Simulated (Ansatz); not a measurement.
# Zr3Cd2 (Pmmm): the Drude term of Re ε in the infrared

Re ε of Zr3Cd2 (Pmmm) along x at low photon energies is read from one computed spectrum; the carriers' damping was typed as γ = 0.03 eV. x, y and z are the Cartesian axes of the input cell.

Cell: a, b, c = 5.300, 6.520, 7.860 Å (primitive vectors), 5 atoms.

Method: Ansatz 0.2.0, PBE, independent particles, k-mesh 4×4×4 with interpolation inside its cells, Gaussian parameter 0.1 eV.

Launch of the response step: `ansatz run input.yaml --threads 4 --pin off --max-ram 8192MiB --backend cpu --events-out ev --progress --plain --runs-dir out`. The run took 4.3 min, on 4 threads of Arm Neoverse V2, on a shared host.

| photon energy E (eV) | wavelength (µm) | Re ε |
| --- | --- | --- |
| 0.25 | 4.96 | -364.0 |
| 0.30 | 4.13 | -266.4 |
| 0.35 | 3.54 | -197.8 |
| 0.40 | 3.10 | -152.5 |
| 0.50 | 2.48 | -104.6 |
| 0.60 | 2.07 | ? |
| 0.70 | 1.77 | -54.2 |

A Drude term over a constant background gives Re ε = ε_b − ωp²/(E² + γ²), linear in 1/(E² + γ²).

Working, on the rows shown:

| x = 1/(E² + γ²) (eV⁻²) | y = Re ε |
| --- | --- |
| 15.7729 | -364 |
| 11.0011 | -266.4 |
| 8.10373 | -197.8 |
| 6.21504 | -152.5 |
| 3.98565 | -104.6 |
| 2.03707 | -54.2 |

Means: x̄ = 7.8526, ȳ = -189.92. Σ(x − x̄)(y − ȳ) = -2802, Σ(x − x̄)² = 124.2. Slope = -2802 / 124.2 = -22.57; intercept = ȳ − slope · x̄ = -12.704. The line misses the rows shown by at most 5.4.

Question: Fill in the last column of the withheld row.

Answer: At x = 2.7709 the line gives y = -75.235. The run gave -74.7, so the interpolation is off by 0.53, 0.2 % of the range in the table.

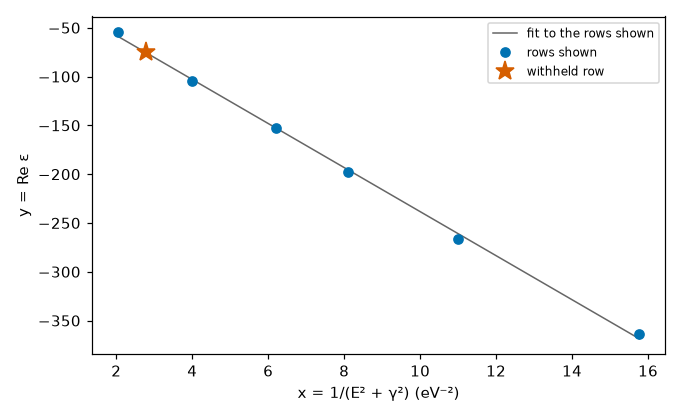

Refitted with all rows, the slope is -22.58 and the intercept -12.514. These give ωp = √(−slope) = 4.75 eV, against 4.23 eV from the program's Fermi-surface sum, and an intercept of -12.5. Taking the program's Drude term off the rows leaves -82 at the lowest energy and -18 at the highest, so the background isn't constant: interband transitions lie in or near the window, and neither fitted number can be trusted. The values come from a sum over the points of one k-mesh and carry its error, which is largest for Fermi-surface quantities. Spin-orbit coupling is left out.
